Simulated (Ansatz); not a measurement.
# CH₄FNSi: single points with varied inputs

How do the results and run time of CH₄FNSi respond when the settings are drawn wide?

The runs use Ansatz 0.2.0, Gaussian basis; the settings change from run to run.

### Step 1. The relaxed structure

The geometry comes from an earlier relaxation with PBE0-D4 in a triple-zeta def2 set; it is a stationary point, not always the lowest conformer.

SMILES `F/C=N/[SiH3]`, 8 atoms, charge 0, spin multiplicity 1.

Atoms are counted from 1 here; the program's logs count them from 0.

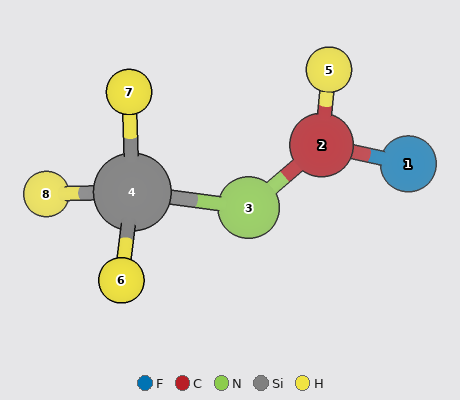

The structure; fluorine blue, carbon red, nitrogen green, silicon grey, hydrogen yellow; atoms are numbered from 1 in the order of the file.

As a file:

```
F    -1.62432   -1.62847    1.46427
C    -0.72353   -0.74970    1.01711
N    -0.56533   -0.55113   -0.19091
Si    0.56773    0.55929   -0.89366
H    -0.21227   -0.29447    1.87168
H    -0.19424    1.53872   -1.70352
H     1.35979    1.28185    0.14400
H     1.48427   -0.21310   -1.76498
```

### Step 2. r2SCAN50/def2-SVP

Options: charge +1, multiplicity 2, D3(BJ) with three-body dispersion.

The input, in.yaml:

```yaml
crystal:
  periodic: [false, false, false]
  atoms:
    - {symbol: F, position_ang: [-1.624323, -1.628465, 1.464273]}
    - {symbol: C, position_ang: [-0.723534, -0.749703, 1.017111]}
    - {symbol: N, position_ang: [-0.565331, -0.551133, -0.190908]}
    - {symbol: Si, position_ang: [0.567732, 0.559295, -0.893658]}
    - {symbol: H, position_ang: [-0.212270, -0.294475, 1.871681]}
    - {symbol: H, position_ang: [-0.194239, 1.538723, -1.703525]}
    - {symbol: H, position_ang: [1.359792, 1.281854, 0.144004]}
    - {symbol: H, position_ang: [1.484272, -0.213096, -1.764976]}
basis:
  gaussian: {orbitals: def2-SVP}
total_charge: 1
magnetization: {spin_polarized: true, initial_magnetization: 1}
hamiltonian: {xc: {name: r2SCAN50}, dispersion: d3bjatm}
```

Started as:

```
> ansatz run in.yaml --threads 2 --pin off --events-out ev --progress --plain --max-ram 4352MiB
```

The program printed:

```text
Functional definition: r2SCAN50
  name "r2SCAN50"
  cite "Bursch, Neugebauer, Ehlert & Grimme, J. Chem. Phys. 156, 134105 (2022) doi:10.1063/5.0086040"
  cite "Furness, Kaplan, Ning, Perdew & Sun, J. Phys. Chem. Lett. 11, 8208 (2020) doi:10.1021/acs.jpclett.0c02405"
  cite "Furness, Kaplan, Ning, Perdew & Sun, J. Phys. Chem. Lett. 11, 9248 (2020) doi:10.1021/acs.jpclett.0c03077"
  parent r2scan
  parameter a = 0.5
  parameter k0 = 0.174
  parameter k1 = 0.065
  parameter a1 = 4.9479
  exchange = (1 - a)*r2scan_x(k0 = k0, k1 = k1, a1 = a1) + a*exact_x
  correlation = r2scan_c
786 factors; integrals over basis functions are off by at most 1.2e-3 eV
mean field evaluation 1: about -13154.8592 eV, gradient 4.3e1 eV
mean field evaluation 2: about -13148.6090 eV, gradient 5.7e1 eV
mean field evaluation 4: about -13163.7490 eV, gradient 6.8e0 eV
mean field evaluation 8: about -13164.2022 eV, gradient 8.2e-1 eV
mean field evaluation 16: about -13164.2997 eV, gradient 8.2e-2 eV
mean field evaluation 32: about -13164.3002 eV, gradient 4.3e-5 eV
mean field -13164.30015377 eV, -483.7791075681 hartree, gradient 4.3e-5 eV, S^2 0.772074; 2 other end points of the search recorded, 0 dependent functions left out
reference -13164.30015901 eV, -483.7791077603 hartree; 20, 19 occupied and 60, 61 virtual orbitals, 786 factors
Total energy: -13164.34781918 eV, -483.7808592393 hartree
```

Wall time 3.7 s (2 threads of AMD EPYC 9R14, shared host).

⟨S²⟩ 0.772.

### Step 3. RPBE/def2-TZVPP

Options: finite nuclei, D3(BJ) with three-body dispersion.

Edit in.yaml of step 2 so:

```diff
@@ -12,5 +12,3 @@
 basis:
-  gaussian: {orbitals: def2-SVP}
-total_charge: 1
-magnetization: {spin_polarized: true, initial_magnetization: 1}
-hamiltonian: {xc: {name: r2SCAN50}, dispersion: d3bjatm}
+  gaussian: {orbitals: def2-TZVPP, nuclear_model: gaussian}
+hamiltonian: {xc: {name: RPBE}, dispersion: d3bjatm}
```

Same command.

The program printed:

```text
Functional definition: RPBE
  name "RPBE"
  cite "Hammer, Hansen & Nørskov, Phys. Rev. B 59, 7413 (1999) doi:10.1103/PhysRevB.59.7413"
  cite "Perdew, Burke & Ernzerhof, Phys. Rev. Lett. 77, 3865 (1996) doi:10.1103/PhysRevLett.77.3865"
  parameter kappa = 0.804
  parameter beta = 0.06672455060314922
  exchange = rpbe_x(kappa = kappa, mu = beta*pi^2/3)
  correlation = pbe_c(beta = beta)
1015 factors; their error is unknown
mean field evaluation 1: about -13180.2538 eV, gradient 6.3e1 eV
mean field evaluation 2: about -13148.3258 eV, gradient 1.2e2 eV
mean field evaluation 4: about -13187.6910 eV, gradient 1.3e1 eV
mean field evaluation 8: about -13188.0273 eV, gradient 2.6e-1 eV
mean field evaluation 16: about -13188.0019 eV, gradient 1.5e-4 eV
mean field -13188.00187009 eV, -484.6501295772 hartree, gradient 6.0e-5 eV, S^2 0.000000; 0 other end points of the search recorded, 0 dependent functions left out
reference -13188.00190808 eV, -484.6501309731 hartree; 20, 20 occupied and 171, 171 virtual orbitals, 1015 factors
Total energy: -13188.81822700 eV, -484.6801301402 hartree
```

Run time: 1.4 s. Hardware: 2 threads of AMD EPYC 9R14, shared host.

### Step 4. BHLYP/ANO-RCC-VTZP

Set apart from the defaults: D3(BJ) with three-body dispersion.

Edit in.yaml of step 3 so:

```diff
@@ -12,3 +12,3 @@
 basis:
-  gaussian: {orbitals: def2-TZVPP, nuclear_model: gaussian}
-hamiltonian: {xc: {name: RPBE}, dispersion: d3bjatm}
+  gaussian: {orbitals: ANO-RCC-VTZP}
+hamiltonian: {xc: {name: BHLYP}, dispersion: d3bjatm}
```

Launched as before.

The program printed:

```text
Functional definition: BHLYP
  name "BHLYP"
  cite "Becke, J. Chem. Phys. 98, 1372 (1993) doi:10.1063/1.464304"
  cite "Becke, Phys. Rev. A 38, 3098 (1988) doi:10.1103/PhysRevA.38.3098"
  cite "Lee, Yang & Parr, Phys. Rev. B 37, 785 (1988) doi:10.1103/PhysRevB.37.785"
  parameter a = 0.5
  exchange = (1 - a)*b88_x + a*exact_x
  correlation = lyp_c
1406 factors; their error is unknown
mean field evaluation 1: about -13202.8527 eV, gradient 4.6e1 eV
mean field evaluation 2: about -13200.5302 eV, gradient 5.6e1 eV
mean field evaluation 4: about -13206.7025 eV, gradient 3.0e0 eV
mean field evaluation 8: about -13206.7165 eV, gradient 6.3e-2 eV
mean field evaluation 16: about -13206.9278 eV, gradient 5.2e-5 eV
mean field -13206.92777543 eV, -485.3456437698 hartree, gradient 5.2e-5 eV, S^2 0.000000; 0 other end points of the search recorded, 0 dependent functions left out
reference -13206.92796734 eV, -485.3456508224 hartree; 20, 20 occupied and 160, 160 virtual orbitals, 1406 factors
Total energy: -13207.12152893 eV, -485.3527640795 hartree
Relativity: scalar
```

It took 3.5 s on 2 threads of AMD EPYC 9R14, shared host.

### Step 5. wPBEh/def2-SVP

This run has atoms shaken by 0.15 Å, high accuracy.

The input, in.yaml:

```yaml
crystal:
  periodic: [false, false, false]
  atoms:
    - {symbol: F, position_ang: [-1.669651, -1.764157, 1.557248]}
    - {symbol: C, position_ang: [-0.620959, -0.734359, 1.081688]}
    - {symbol: N, position_ang: [-0.460943, -0.456013, -0.328969]}
    - {symbol: Si, position_ang: [0.629374, 0.540472, -1.041196]}
    - {symbol: H, position_ang: [-0.082818, -0.361304, 2.112864]}
    - {symbol: H, position_ang: [-0.243188, 1.344087, -1.419275]}
    - {symbol: H, position_ang: [1.404940, 1.294195, 0.201978]}
    - {symbol: H, position_ang: [1.239237, 0.002380, -1.627849]}
basis:
  gaussian: {orbitals: def2-SVP}
hamiltonian: {xc: {name: wPBEh}}
accuracy: high
output: {forces: true}
```

The command is unchanged.

The program printed, cut to the lines that bear on the results:

```text
Functional definition: wPBEh
  name "wPBEh"
  cite "Heyd, Scuseria & Ernzerhof, J. Chem. Phys. 118, 8207 (2003) doi:10.1063/1.1564060"
  cite "Krukau, Vydrov, Izmaylov & Scuseria, J. Chem. Phys. 125, 224106 (2006) doi:10.1063/1.2404663"
  cite "Heyd & Scuseria, J. Chem. Phys. 120, 7274 (2004) doi:10.1063/1.1668634"
  cite "Ernzerhof & Perdew, J. Chem. Phys. 109, 3313 (1998) doi:10.1063/1.476928"
  cite "Perdew, Burke & Ernzerhof, Phys. Rev. Lett. 77, 3865 (1996) doi:10.1103/PhysRevLett.77.3865"
  parent pbe
[...]
1779 factors; integrals over basis functions are off by at most 3.7e-9 eV
92 factors; integrals over basis functions are off by at most 1.7e-9 eV
[...]
mean field -13163.26571790 eV, -483.7410927510 hartree, gradient 2.7e-8 eV, S^2 0.000000; 0 other end points of the search recorded, 0 dependent functions left out
[...]
reference -13163.26572086 eV, -483.7410928595 hartree; 20, 20 occupied and 60, 60 virtual orbitals, 1779 factors
Total energy: -13163.26572086 eV, -483.7410928595 hartree
Atom 0 at    -1.669651    -1.764157     1.557248 Å, force     3.371385     3.494282    -1.861656 eV/Å
Atom 1 at    -0.620959    -0.734359     1.081688 Å, force    -0.874854    -0.732545    -5.559482 eV/Å
Atom 2 at    -0.460943    -0.456013    -0.328969 Å, force    -3.909141    -5.485744    12.022198 eV/Å
Atom 3 at     0.629374     0.540472    -1.041196 Å, force    -9.620281    13.155195    20.030140 eV/Å
Atom 4 at    -0.082818    -0.361304     2.112864 Å, force    -1.209210    -0.690011    -2.846323 eV/Å
Atom 5 at    -0.243188     1.344087    -1.419275 Å, force    -4.691281     5.577574    -3.347521 eV/Å
Atom 6 at     1.404940     1.294195     0.201978 Å, force    -0.313111    -0.608514    -1.540313 eV/Å
Atom 7 at     1.239237     0.002380    -1.627849 Å, force    17.246493   -14.710237   -16.897043 eV/Å
Dipole moment:     0.435335     0.292236    -0.027699 e Å
```

Run time: 3.2 s. Hardware: 2 threads of AMD EPYC 9R14, shared host.

Largest force 28.273 eV/Å, dipole 2.52 D.

### Step 6. wPBEh/6-31G

Options: charge +1, multiplicity 2, restricted open-shell orbitals.

The input, in.yaml:

```yaml
crystal:
  periodic: [false, false, false]
  atoms:
    - {symbol: F, position_ang: [-1.624323, -1.628465, 1.464273]}
    - {symbol: C, position_ang: [-0.723534, -0.749703, 1.017111]}
    - {symbol: N, position_ang: [-0.565331, -0.551133, -0.190908]}
    - {symbol: Si, position_ang: [0.567732, 0.559295, -0.893658]}
    - {symbol: H, position_ang: [-0.212270, -0.294475, 1.871681]}
    - {symbol: H, position_ang: [-0.194239, 1.538723, -1.703525]}
    - {symbol: H, position_ang: [1.359792, 1.281854, 0.144004]}
    - {symbol: H, position_ang: [1.484272, -0.213096, -1.764976]}
basis:
  gaussian: {orbitals: 6-31G}
total_charge: 1
magnetization: {spin_polarized: false, initial_magnetization: 1}
hamiltonian: {xc: {name: wPBEh}}
```

Same command.

The program printed, cut to the lines that bear on the results:

```text
Functional definition: wPBEh
  name "wPBEh"
  cite "Heyd, Scuseria & Ernzerhof, J. Chem. Phys. 118, 8207 (2003) doi:10.1063/1.1564060"
  cite "Krukau, Vydrov, Izmaylov & Scuseria, J. Chem. Phys. 125, 224106 (2006) doi:10.1063/1.2404663"
  cite "Heyd & Scuseria, J. Chem. Phys. 120, 7274 (2004) doi:10.1063/1.1668634"
  cite "Ernzerhof & Perdew, J. Chem. Phys. 109, 3313 (1998) doi:10.1063/1.476928"
  cite "Perdew, Burke & Ernzerhof, Phys. Rev. Lett. 77, 3865 (1996) doi:10.1103/PhysRevLett.77.3865"
  parent pbe
[...]
602 factors; integrals over basis functions are off by at most 2.2e-4 eV
95 factors; integrals over basis functions are off by at most 4.1e-7 eV
[...]
mean field -13164.61370173 eV, -483.7906302428 hartree, gradient 1.9e-5 eV, S^2 0.750000; 3 other end points of the search recorded, 0 dependent functions left out
reference -13164.61373022 eV, -483.7906312899 hartree; 20, 19 occupied and 28, 29 virtual orbitals, 602 factors
Total energy: -13164.61373022 eV, -483.7906312899 hartree
```

Run time: 2 s. Hardware: 2 threads of AMD EPYC 9R14, shared host.

### Step 7. LC-wPBE/def2-mTZVP

This run has charge +1, multiplicity 2, restricted open-shell orbitals.

Edit in.yaml of step 6 so:

```diff
@@ -12,5 +12,6 @@
 basis:
-  gaussian: {orbitals: 6-31G}
+  gaussian: {orbitals: def2-mTZVP}
 total_charge: 1
 magnetization: {spin_polarized: false, initial_magnetization: 1}
-hamiltonian: {xc: {name: wPBEh}}
+hamiltonian: {xc: {name: LC-wPBE}}
+output: {forces: true}
```

Launched as before.

The program printed, cut to the lines that bear on the results:

```text
Functional definition: LC-wPBE
  name "LC-wPBE"
  cite "Vydrov & Scuseria, J. Chem. Phys. 125, 234109 (2006) doi:10.1063/1.2409292"
  cite "Heyd & Scuseria, J. Chem. Phys. 120, 7274 (2004) doi:10.1063/1.1668634"
  cite "Ernzerhof & Perdew, J. Chem. Phys. 109, 3313 (1998) doi:10.1063/1.476928"
  cite "Perdew, Burke & Ernzerhof, Phys. Rev. Lett. 77, 3865 (1996) doi:10.1103/PhysRevLett.77.3865"
  parent pbe
[...]
855 factors; their error is unknown
304 factors; integrals over basis functions are off by at most 1.3e-5 eV
[...]
mean field -13171.86676118 eV, -484.0571752614 hartree, gradient 1.1e-5 eV, S^2 0.750000; 4 other end points of the search recorded, 0 dependent functions left out
[...]
reference -13171.86676119 eV, -484.0571752617 hartree; 20, 19 occupied and 71, 72 virtual orbitals, 855 factors
Total energy: -13171.86676119 eV, -484.0571752617 hartree
Atom 0 at    -1.624323    -1.628465     1.464273 Å, force     1.277691     1.256207    -0.873718 eV/Å
Atom 1 at    -0.723534    -0.749703     1.017111 Å, force    -3.089153    -3.057113     2.637018 eV/Å
Atom 2 at    -0.565331    -0.551133    -0.190908 Å, force     0.381780     0.326894     1.039197 eV/Å
Atom 3 at     0.567732     0.559295    -0.893658 Å, force     1.958173     2.000985    -3.469952 eV/Å
Atom 4 at    -0.212270    -0.294475     1.871681 Å, force     0.368375     0.369783    -0.445972 eV/Å
Atom 5 at    -0.194239     1.538723    -1.703525 Å, force    -0.101159    -0.252678     0.306951 eV/Å
Atom 6 at     1.359792     1.281854     0.144004 Å, force    -0.548966    -0.542693     0.494058 eV/Å
Atom 7 at     1.484272    -0.213096    -1.764976 Å, force    -0.246742    -0.101384     0.312416 eV/Å
Dipole moment:     0.306771     0.286324     0.190768 e Å
```

It took 4.5 s on 2 threads of AMD EPYC 9R14, shared host.

Largest force 5.084 eV/Å.

### Step 8. r2SCAN0/cc-pVTZ

Options: charge -1, multiplicity 2, high accuracy.

Edit in.yaml of step 7 so:

```diff
@@ -12,6 +12,7 @@
 basis:
-  gaussian: {orbitals: def2-mTZVP}
-total_charge: 1
-magnetization: {spin_polarized: false, initial_magnetization: 1}
-hamiltonian: {xc: {name: LC-wPBE}}
+  gaussian: {orbitals: cc-pVTZ}
+total_charge: -1
+magnetization: {spin_polarized: true, initial_magnetization: 1}
+hamiltonian: {xc: {name: r2SCAN0}}
+accuracy: high
 output: {forces: true}
```

Launched as before.

The program printed, cut to the lines that bear on the results:

```text
Functional definition: r2SCAN0
  name "r2SCAN0"
  cite "Bursch, Neugebauer, Ehlert & Grimme, J. Chem. Phys. 156, 134105 (2022) doi:10.1063/5.0086040"
  cite "Furness, Kaplan, Ning, Perdew & Sun, J. Phys. Chem. Lett. 11, 8208 (2020) doi:10.1021/acs.jpclett.0c02405"
  cite "Furness, Kaplan, Ning, Perdew & Sun, J. Phys. Chem. Lett. 11, 9248 (2020) doi:10.1021/acs.jpclett.0c03077"
  parent r2scan
[...]
3170 factors; integrals over basis functions are off by at most 3.2e-9 eV
[...]
mean field -13183.07923499 eV, -484.4692260739 hartree, gradient 6.1e-8 eV, S^2 0.756807; 2 other end points of the search recorded, 0 dependent functions left out
[...]
reference -13183.07923689 eV, -484.4692261435 hartree; 21, 20 occupied and 159, 160 virtual orbitals, 3170 factors
Total energy: -13183.07923689 eV, -484.4692261435 hartree
Atom 0 at    -1.624323    -1.628465     1.464273 Å, force    -2.004674    -1.941713     0.713144 eV/Å
Atom 1 at    -0.723534    -0.749703     1.017111 Å, force     1.261605     0.955908     6.154938 eV/Å
Atom 2 at    -0.565331    -0.551133    -0.190908 Å, force     2.296812     2.488073    -7.231644 eV/Å
Atom 3 at     0.567732     0.559295    -0.893658 Å, force    -2.667201    -2.606248     1.613113 eV/Å
Atom 4 at    -0.212270    -0.294475     1.871681 Å, force    -0.109546    -0.101839    -0.080060 eV/Å
Atom 5 at    -0.194239     1.538723    -1.703525 Å, force     0.310217     0.573279    -0.545159 eV/Å
Atom 6 at     1.359792     1.281854     0.144004 Å, force     0.339996     0.327367    -0.070492 eV/Å
Atom 7 at     1.484272    -0.213096    -1.764976 Å, force     0.572790     0.305172    -0.553839 eV/Å
Dipole moment:     0.234066     0.222665     0.031402 e Å
```

It took 32 s on 2 threads of AMD EPYC 9R14, shared host; peak memory 1.2 GiB.

Largest force 7.985 eV/Å, ⟨S²⟩ 0.757.

### Step 9. r2SCAN0/aug-pcseg-2

Edit in.yaml of step 8 so:

```diff
@@ -12,7 +12,4 @@
 basis:
-  gaussian: {orbitals: cc-pVTZ}
-total_charge: -1
-magnetization: {spin_polarized: true, initial_magnetization: 1}
+  gaussian: {orbitals: aug-pcseg-2}
 hamiltonian: {xc: {name: r2SCAN0}}
-accuracy: high
 output: {forces: true}
```

Same command.

The program printed, cut to the lines that bear on the results:

```text
Functional definition: r2SCAN0
  name "r2SCAN0"
  cite "Bursch, Neugebauer, Ehlert & Grimme, J. Chem. Phys. 156, 134105 (2022) doi:10.1063/5.0086040"
  cite "Furness, Kaplan, Ning, Perdew & Sun, J. Phys. Chem. Lett. 11, 8208 (2020) doi:10.1021/acs.jpclett.0c02405"
  cite "Furness, Kaplan, Ning, Perdew & Sun, J. Phys. Chem. Lett. 11, 9248 (2020) doi:10.1021/acs.jpclett.0c03077"
  parent r2scan
[...]
1171 factors; their error is unknown
[...]
mean field -13184.83145307 eV, -484.5336189005 hartree, gradient 1.4e-5 eV, S^2 0.000000; 0 other end points of the search recorded, 0 dependent functions left out
[...]
reference -13184.83147046 eV, -484.5336195396 hartree; 20, 20 occupied and 260, 260 virtual orbitals, 1171 factors
Total energy: -13184.83147046 eV, -484.5336195396 hartree
Atom 0 at    -1.624323    -1.628465     1.464273 Å, force     0.153686     0.150304    -0.086918 eV/Å
Atom 1 at    -0.723534    -0.749703     1.017111 Å, force     0.036471     0.040833    -0.158099 eV/Å
Atom 2 at    -0.565331    -0.551133    -0.190908 Å, force     0.042797     0.027101     0.343610 eV/Å
Atom 3 at     0.567732     0.559295    -0.893658 Å, force    -0.029720    -0.028259    -0.005378 eV/Å
Atom 4 at    -0.212270    -0.294475     1.871681 Å, force    -0.110521    -0.098225    -0.169933 eV/Å
Atom 5 at    -0.194239     1.538723    -1.703525 Å, force     0.076051    -0.093463     0.079000 eV/Å
Atom 6 at     1.359792     1.281854     0.144004 Å, force    -0.081488    -0.075462    -0.086813 eV/Å
Atom 7 at     1.484272    -0.213096    -1.764976 Å, force    -0.087276     0.077172     0.084531 eV/Å
Dipole moment:     0.277221     0.257670     0.187210 e Å
```

Run time: 8 s. Hardware: 2 threads of AMD EPYC 9R14, shared host; peak memory 0.8 GiB.

Largest force 0.347 eV/Å, dipole 2.03 D.

### Step 10. revPBE/def2-TZVPP

Set apart from the defaults: coordinates scaled by 0.92, D3(BJ) dispersion, relativity set to none.

The input, in.yaml:

```yaml
crystal:
  periodic: [false, false, false]
  atoms:
    - {symbol: F, position_ang: [-1.494377, -1.498188, 1.347131]}
    - {symbol: C, position_ang: [-0.665651, -0.689727, 0.935742]}
    - {symbol: N, position_ang: [-0.520104, -0.507043, -0.175636]}
    - {symbol: Si, position_ang: [0.522313, 0.514551, -0.822165]}
    - {symbol: H, position_ang: [-0.195289, -0.270917, 1.721946]}
    - {symbol: H, position_ang: [-0.178700, 1.415625, -1.567243]}
    - {symbol: H, position_ang: [1.251009, 1.179305, 0.132484]}
    - {symbol: H, position_ang: [1.365530, -0.196048, -1.623778]}
basis:
  gaussian: {orbitals: def2-TZVPP}
hamiltonian: {xc: {name: revPBE}, dispersion: d3bj, pseudopotentials: {relativity: none}}
```

Same command.

The program printed:

```text
Functional definition: revPBE
  name "revPBE"
  cite "Zhang & Yang, Phys. Rev. Lett. 80, 890 (1998) doi:10.1103/PhysRevLett.80.890"
  cite "Perdew, Burke & Ernzerhof, Phys. Rev. Lett. 77, 3865 (1996) doi:10.1103/PhysRevLett.77.3865"
  parameter kappa = 1.245
  parameter beta = 0.06672455060314922
  exchange = pbe_x(kappa = kappa, mu = beta*pi^2/3)
  correlation = pbe_c(beta = beta)
1015 factors; their error is unknown
mean field evaluation 1: about -13173.6786 eV, gradient 7.2e1 eV
mean field evaluation 2: about -13143.7214 eV, gradient 1.3e2 eV
mean field evaluation 4: about -13183.1081 eV, gradient 1.4e1 eV
mean field evaluation 8: about -13183.4344 eV, gradient 2.7e-1 eV
mean field evaluation 16: about -13183.4114 eV, gradient 8.7e-5 eV
mean field -13183.41135532 eV, -484.4814312707 hartree, gradient 8.7e-5 eV, S^2 0.000000; 0 other end points of the search recorded, 0 dependent functions left out
reference -13183.41140123 eV, -484.4814329579 hartree; 20, 20 occupied and 171, 171 virtual orbitals, 1015 factors
Total energy: -13183.78078383 eV, -484.4950075183 hartree
```

Run time: 1.3 s. Hardware: 2 threads of AMD EPYC 9R14, shared host.

### Step 11. All runs side by side

```csv
level,charge,multiplicity,geometry,functions,energy (eV),time
r2SCAN50/def2-SVP,1,2,relaxed,80,-13164.348,3.7 s
RPBE/def2-TZVPP,0,1,relaxed,191,-13188.818,1.4 s
BHLYP/ANO-RCC-VTZP,0,1,relaxed,180,-13207.122,3.5 s
wPBEh/def2-SVP,0,1,shaken,80,-13163.266,3.2 s
wPBEh/6-31G,1,2,relaxed,48,-13164.614,2 s
LC-wPBE/def2-mTZVP,1,2,relaxed,91,-13171.867,4.5 s
r2SCAN0/cc-pVTZ,-1,2,relaxed,180,-13183.079,32 s
r2SCAN0/aug-pcseg-2,0,1,relaxed,280,-13184.831,8 s
revPBE/def2-TZVPP,0,1,scaled,191,-13183.781,1.3 s
```

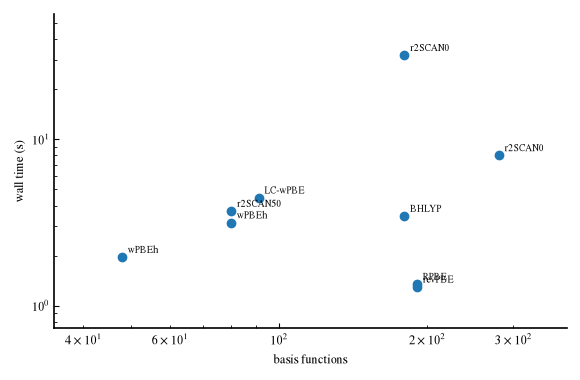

Wall time against the number of basis functions (shared host).

### Step 12. Outcome

| quantity | value |
| --- | --- |
| runs | 9 |
| quickest | revPBE/def2-TZVPP, 1.3 s |
| slowest | r2SCAN0/cc-pVTZ, 32 s |
| spread of total energies, same state and geometry | 22.3 eV |

r2SCAN0/cc-pVTZ took 25 times as long as revPBE/def2-TZVPP. The jobs differ in tasks and options as well as level. Total energies at one charge and spin differ by 22 eV between levels, so only differences within one level mean anything. Some of these runs are scalar-relativistic and others not, which shifts the totals of all-electron atoms past neon by eV; core potentials, where a basis has them, take the core out of the total altogether. At the PBE0-D4/def2-TZVP geometry and in the same state, runs without warnings or point charges leave forces up to 0.35 eV/Å (r2SCAN0/aug-pcseg-2), against 28.3 eV/Å where the atoms were moved.
